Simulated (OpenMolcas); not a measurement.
# One shape, several levels: singlet CH4BO+

Wanted: a comparison of 6 runs (HF/3-21G, B3LYP/6-31G*, PBE0/def2-TZVP, TPSS/def2-TZVP, revPBE/def2-TZVP, CCSD(T)/def2-TZVP) of singlet CH4BO+. 

The calculation is run with OpenMolcas 26.06.

1 further run of the same task is left out (set aside as unsound or not needed).

## (1) Starting point

CH4BO+: 7 atoms, total charge +1, spin state singlet. As SMILES of the parent species, `[BH]OC`. The shape is that of a PBE0-D4/def2-TZVP optimisation. This is one conformer, not always the lowest. That shape belongs to the parent species and isn't relaxed for this state.

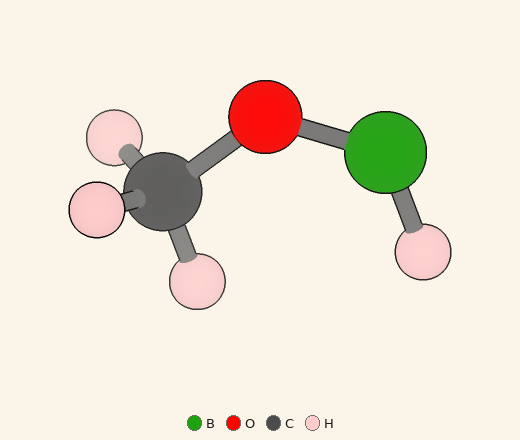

The structure, seen from a chosen angle (boron green, oxygen red, carbon dark grey, hydrogen pink).

## (2) The energy at HF/3-21G (run 1)

Input file mol.input:

```
&GATEWAY
 BASLIB = $CurrDir
 BASISSET
 B.3-21G....
 B1 -1.319600 -1.025700 -0.172900 angstrom
 End of Basis
 BASISSET
 O.3-21G....
 O2 -0.272400 -0.707100 0.564500 angstrom
 End of Basis
 BASISSET
 C.3-21G....
 C3 0.642200 0.338600 0.243900 angstrom
 End of Basis
 BASISSET
 H.3-21G....
 H4 -1.628500 -0.474200 -1.201600 angstrom
 H5 0.357800 0.834000 -0.687600 angstrom
 H6 0.643000 1.059300 1.062300 angstrom
 H7 1.638900 -0.092800 0.145600 angstrom
 End of Basis

&SEWARD

&SCF
 CHARGE = 1
 THRESHOLDS = 1e-10 1e-07 1e-07 1e-05
 PRORBITALS = 1
```

The basis set 3-21G is read from a file made from the Basis Set Exchange's data (not shown).

Run with:

```
export MOLCAS_MEM=1860
pymolcas mol.input > mol.log
```

Log:

```text
--- Start Module: gateway ---
[...]
--- Stop Module: gateway /rc=_RC_ALL_IS_WELL_ ---
--- Start Module: seward ---
[...]
      Basis functions           35
--- Stop Module: seward /rc=_RC_ALL_IS_WELL_ ---
--- Start Module: scf ---
[...]
       Convergence after  18 Iterations
[...]
::    Total SCF energy                               -138.6509614330
[...]
      Total spin, S                                     0.0000000000
[...]
      Total electronic charge=   22.000000
      Total            charge=    1.000000
[...]
      Dipole Moment (debye):
      Origin of the operator (angstrom)=   -0.2361   -0.3997    0.2176
                   X= -2.8811E+00               Y= -7.0439E-01               Z= -2.2451E+00           Total=  3.7198E+00
      Center of Charge (angstrom)
[...]
--- Stop Module: scf /rc=_RC_ALL_IS_WELL_ ---
[...]
```

Wall time 1.8 s (1 thread of Arm Neoverse V1, shared host); peak memory 0.37 GiB.

## (3) A single-point energy at B3LYP/6-31G(d) (spherical functions) (run 2)

Input file run.inp:

```
>>> EXPORT MOLCAS_PRINT=2

&gateway
  baslib=$CurrDir
  basisset
  B.6-31Gs....
  B1 -1.319600 -1.025700 -0.172900 angstrom
  End of Basis
  basisset
  O.6-31Gs....
  O2 -0.272400 -0.707100 0.564500 angstrom
  End of Basis
  basisset
  C.6-31Gs....
  C3 0.642200 0.338600 0.243900 angstrom
  End of Basis
  basisset
  H.6-31Gs....
  H4 -1.628500 -0.474200 -1.201600 angstrom
  H5 0.357800 0.834000 -0.687600 angstrom
  H6 0.643000 1.059300 1.062300 angstrom
  H7 1.638900 -0.092800 0.145600 angstrom
  End of Basis

&seward
  gridinput
  Grid=UltraFine
  End of Grid

&scf
  charge=1
  ksdft=B3LYP
  thresholds=1e-10 1e-07 1e-07 1e-05
  prorbitals=1 2
```

The basis set 6-31G* is read from a file made from the Basis Set Exchange's data (not shown).

Run with:

```
export MOLCAS_MEM=1860
pymolcas run.inp > run.log
```

Log:

```text
--- Start Module: gateway ---
[...]
--- Stop Module: gateway /rc=_RC_ALL_IS_WELL_ ---
--- Start Module: seward ---
[...]
      Basis functions           50
--- Stop Module: seward /rc=_RC_ALL_IS_WELL_ ---
--- Start Module: scf ---
[...]
       Convergence after  17 Iterations
[...]
::    Total KS-DFT energy                            -140.2413863429
[...]
      Total spin, S                                     0.0000000000
[...]
      Total electronic charge=   22.000000
      Total            charge=    1.000000
[...]
      Dipole Moment (debye):
      Origin of the operator (angstrom)=   -0.2361   -0.3997    0.2176
                   X= -2.3718E+00               Y= -6.6062E-01               Z= -1.7468E+00           Total=  3.0188E+00
      Center of Charge (angstrom)
[...]
--- Stop Module: scf /rc=_RC_ALL_IS_WELL_ ---
[...]
```

Run time: 16 s. Hardware: 1 thread of Arm Neoverse V1, shared host; peak memory 0.38 GiB.

Runs 3 to 5 aren't shown in full; the table further down has their settings and results.

## (4) A single-point energy at CCSD(T)/def2-TZVP (Cholesky decomposition) (run 6)

Input file test.inp:

```
* CH4BO CCSD(T)

&GATEWAY
  BasLib = $CurrDir
  Coord
  7
  angstrom
  B       -1.319600      -1.025700      -0.172900
  O       -0.272400      -0.707100       0.564500
  C        0.642200       0.338600       0.243900
  H       -1.628500      -0.474200      -1.201600
  H        0.357800       0.834000      -0.687600
  H        0.643000       1.059300       1.062300
  H        1.638900      -0.092800       0.145600
  Basis = def2-TZVP
  Group = NoSym

&SEWARD
  High

&SCF
  Charge = 1
  Thresholds = 1e-10 1e-07 1e-07 1e-05
  PrOrbitals = 1 1

&CHCC
  Frozen = 3
  Threshold = 1e-08
  MaxIterations = 80

&CHT3
  Frozen = 3
```

The basis set def2-TZVP is read from a file made from the Basis Set Exchange's data (not shown).

Run with:

```
export MOLCAS_MEM=1860
pymolcas test.inp > test.log
```

Log:

```text
--- Start Module: gateway ---
[...]
--- Stop Module: gateway /rc=_RC_ALL_IS_WELL_ ---
[...]
      Basis functions          117
[...]
       Convergence after  18 Iterations
[...]
::    Total SCF energy                               -139.4790057205
[...]
      Total spin, S                                     0.0000000000
[...]
      Total electronic charge=   22.000000
      Total            charge=    1.000000
[...]
      Dipole Moment (debye):
      Origin of the operator (angstrom)=   -0.2361   -0.3997    0.2176
                   X= -3.0099E+00               Y= -9.8386E-01               Z= -2.0339E+00           Total=  3.7635E+00
      Center of Charge (angstrom)
[...]
--- Start Module: chcc ---
[...]
--- Stop Module: chcc /rc=_RC_ALL_IS_WELL_ ---
[...]
--- Start Module: cht3 ---
[...]
--- Stop Module: cht3 /rc=_RC_ALL_IS_WELL_ ---
[...]
```

It took 12 min on 1 thread of Arm Neoverse V1, shared host; peak memory 0.3 GiB.

## (5) All runs side by side

| run | level | integration grid | integral approximation | energy (Eh) | HOMO energy (eV) | LUMO energy (eV) | HOMO–LUMO gap (eV) | wall time |
| --- | --- | --- | --- | --- | --- | --- | --- | --- |
| 1 | HF/3-21G | – | none | -138.650961 | -19.76 | -6.67 | 13.09 | 1.8 s |
| 2 | B3LYP/6-31G* (spherical functions) | UltraFine | none | -140.241386 | -15.94 | -10.75 | 5.19 | 16 s |
| 3 | PBE0/def2-TZVP | UltraFine | none | -140.118667 | -16.18 | -10.48 | 5.70 | 61 s |
| 4 | TPSS/def2-TZVP | UltraFine | none | -140.318009 | -14.89 | -11.33 | 3.56 | 89 s |
| 5 | revPBE/def2-TZVP | UltraFine | none | -140.248742 | -14.74 | -11.44 | 3.29 | 65 s |
| 6 | CCSD(T)/def2-TZVP (Cholesky decomposition) | – | CD high | -139.996510 | -19.68 | -6.69 | 12.99 | 12 min |

## (6) Summary of results

```
                                          quantity          value
                               run 6: total energy  -139.99651 Eh
        run 6: HOMO energy (Hartree–Fock orbitals)      -19.68 eV
        run 6: LUMO energy (Hartree–Fock orbitals)       -6.69 eV
      run 6: HOMO–LUMO gap (Hartree–Fock orbitals)       12.99 eV
run 6: correlation energy (3 core orbitals frozen)     -517.5 mEh
                             run 6: (T) correction     -19.42 mEh
```

**Reading.** Over runs 1, 2, 3, 4, 5 the HOMO–LUMO gap runs from 3.29 eV (revPBE/def2-TZVP) to 13.09 eV (HF/3-21G). The two ends differ in method and basis. Totals of different functionals can't be ranked against each other. All runs together took 15 min, the longest 12 min.
